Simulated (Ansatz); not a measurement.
CH3BF3Ge (charge +1)

Input file:

```
crystal:
  periodic: [false, false, false]
  atoms:
    - {symbol: C, position_ang: [-0.879710, 0.700612, 0.038871]}
    - {symbol: B, position_ang: [1.698712, 1.254065, -2.687930]}
    - {symbol: F, position_ang: [-0.574620, 3.125390, -1.643833]}
    - {symbol: F, position_ang: [1.418345, 0.687737, -3.815653]}
    - {symbol: F, position_ang: [2.866257, 1.652553, -2.302240]}
    - {symbol: Ge, position_ang: [0.082298, 1.576540, -1.346565]}
    - {symbol: H, position_ang: [-0.243450, -0.024340, 0.568434]}
    - {symbol: H, position_ang: [-1.289383, 1.464199, 0.719153]}
    - {symbol: H, position_ang: [-1.719627, 0.161377, -0.439232]}
basis:
  gaussian: {orbitals: def2-SVPD}
total_charge: 1
hamiltonian: {xc: {name: PBE0}}
output: {forces: true, orbitals: {seedname: orbitals}}
```

Run with:

```sh
ansatz run input.yaml --threads 8 --pin off --max-ram 13920MiB --events-out events.jsonl --progress --plain --runs-dir runs
```

Geometry: r2SCAN-D4/def2-SVP.

These are results of isolated molecule in a Gaussian basis; Kohn-Sham density functional theory, functional PBE0 in Ansatz, not measurements.

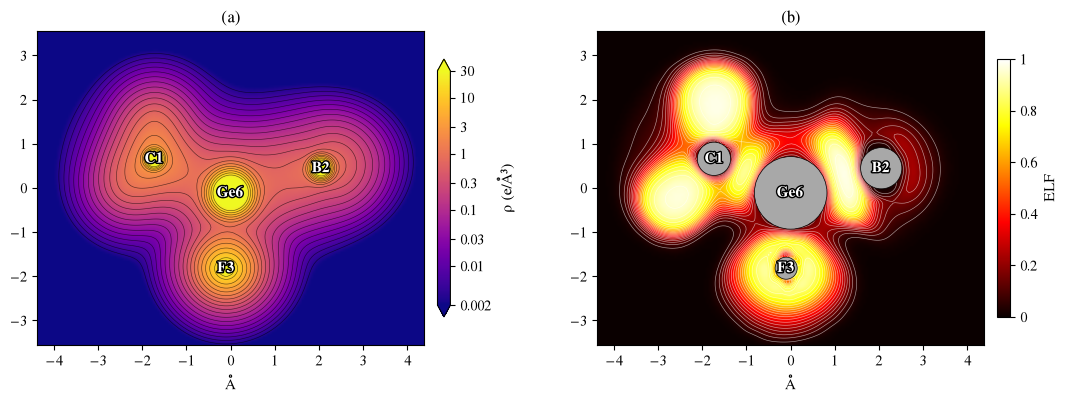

Figure 1. (a) total electron density; (b) electron localisation function on the plane of atoms C1, Ge6 and F3. Grey discs cover the atomic cores in the ELF map.

> What does the map show?

- The plane passes through C, B, F and Ge nuclei.
- Ge–F (1.71 Å): the density is about 0.99 e/Å³ at the midpoint; the ELF peaks at about 0.80 in the valence shell of F, 0.5 Å from its nucleus, and is about 0.25 at the midpoint.
- C–Ge (1.90 Å): ρ at the midpoint is about 0.97 e/Å³; the ELF peaks at about 0.90 between the atoms (a shared electron pair).
- Ge–B (2.13 Å): ρ is about 0.74 e/Å³ halfway; the ELF peaks at about 1 between the atoms (a covalent bond).
- The ELF also peaks beside F3, away from the bonds: lone-pair regions.

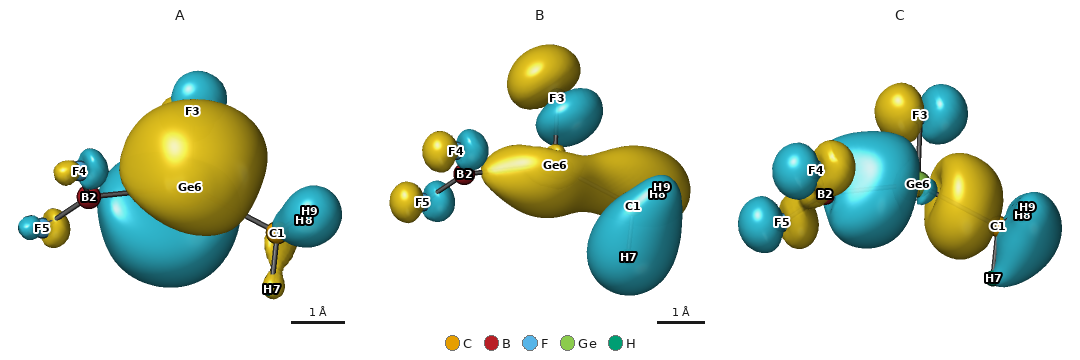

Figure 2. Three frontier orbitals at ±0.1 Å⁻³ᐟ² (yellow and cyan are the two phases), in no order.

> Order the three orbitals by energy and name them.

B is the HOMO−1 (−17.17 eV). By Hirshfeld shares it lies mainly on C1 (about 30 %), F3 (about 30 %), H7 (about 10 %), Ge6 (about 10 %) and H8 (about 10 %). C is the HOMO (−15.13 eV). It lies mainly on Ge6 (about 25 %), C1 (about 20 %), B2 (about 15 %), F3 (about 10 %), F5 (about 10 %) and F4 (about 10 %). A is the LUMO (−8.75 eV). By Hirshfeld shares it lies mainly on Ge6 (about 75 %) and F3 (about 5 %).

> What is the HOMO–LUMO gap?

6.38 eV between the orbital energies.

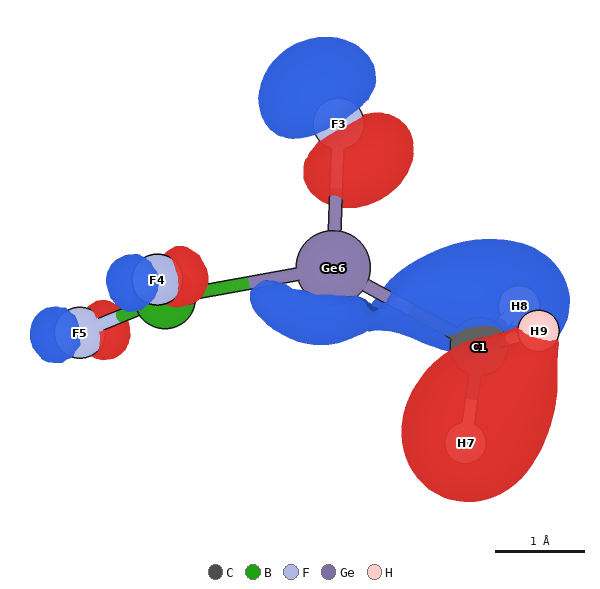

Figure 3. The HOMO−1 at ±0.15 Å⁻³ᐟ² (blue and red are the two phases), seen at a tilt.

> What is the character of this orbital?

By Hirshfeld shares it lies mainly on C1 (about 30 %), F3 (about 30 %), H7 (about 10 %), Ge6 (about 10 %) and H8 (about 10 %). Its energy is −17.17 eV.
